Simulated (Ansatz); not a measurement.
Fields on a plane of CuI (zinc blende)

```xyz
2
Lattice="0.0000 3.0115 3.0115 3.0115 0.0000 3.0115 3.0115 3.0115 0.0000" Properties=species:S:1:pos:R:3 pbc="T T T"
I      4.5173     4.5173     4.5173
Cu     0.0000     0.0000     0.0000
```

The slice is a {100} plane (indices of the conventional cell) through the point (0.000, 0.000, 0.000) (fractional), spanned by u = [100] and v = [0 1 -1] in vectors of this cell: u (4.26 Å) and v (4.26 Å, at 90° to u). It covers one period; positions are fractions (u, v).

Atoms on it: Cu at (0.00, 0.00).

All values below come from r2SCAN (plane waves to 500 eV, PAW, scalar-relativistic; Ansatz, a first-principles code). k mesh 10×10×10. Near the nuclei the fields are pseudised (PAW); where an atom keeps semicore shells as valence, they peak there. CuI is run without spin polarisation. CuI was relaxed with its symmetry unable to fall. Spin-orbit coupling is left out, though I is heavy.

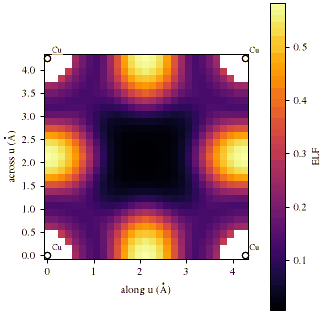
Fig. 1. Electron localisation function (ELF), one period of the plane, atoms marked. Points within 0.5 Å of a nucleus are left white, as the pseudised field means little there.

```
v \ u  0.00  0.14  0.29  0.43  0.57  0.71  0.86
-----  ----  ----  ----  ----  ----  ----  ----
0.96    1.8   0.5  -0.7  -0.8  -0.8  -0.7   0.5
0.86    0.6  -0.2  -0.9  -1.0  -1.0  -0.9  -0.2
0.75   -0.6  -0.8  -1.2  -1.3  -1.3  -1.2  -0.8
0.64   -0.8  -1.0  -1.4  -1.6  -1.6  -1.4  -1.0
0.54   -0.8  -1.0  -1.4  -1.8  -1.8  -1.4  -1.0
0.43   -0.8  -1.0  -1.4  -1.8  -1.8  -1.4  -1.0
0.32   -0.8  -1.0  -1.3  -1.5  -1.5  -1.3  -1.0
0.21   -0.3  -0.6  -1.1  -1.2  -1.2  -1.1  -0.6
0.11    1.1   0.1  -0.8  -0.9  -0.9  -0.8   0.1
0.00    1.9   0.6  -0.7  -0.8  -0.8  -0.7   0.6
```

Values: log₁₀ of the valence density in e/Å³. The scale is logarithmic, as a density can span decades between atoms and voids.
